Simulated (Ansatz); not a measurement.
# A computed series for ZnS: response to strain

The reference is ZnS in the wurtzite structure (space group P6_3mc, No. 186; a = 3.8453 Å, c = 6.3052 Å).

Strains are applied to the cell and any free atomic positions relax.

Calculations: Ansatz (a quantum-chemistry and plane-wave program), PBE, PAW, cutoff 420 eV, no spin-orbit coupling.

Notes on the quantities. pressure: mean of the normal stresses, compression positive.

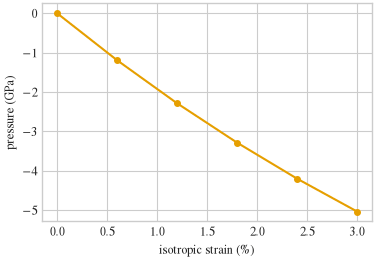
Fig. 1. Pressure against isotropic strain

```
isotropic strain (%)   pressure
--------------------  ---------
0.6                   -1.20 GPa
1.2                   -2.29 GPa
1.8                   -3.29 GPa
2.4                   -4.20 GPa
3                     -5.04 GPa
```

No phonon test of stability was made.
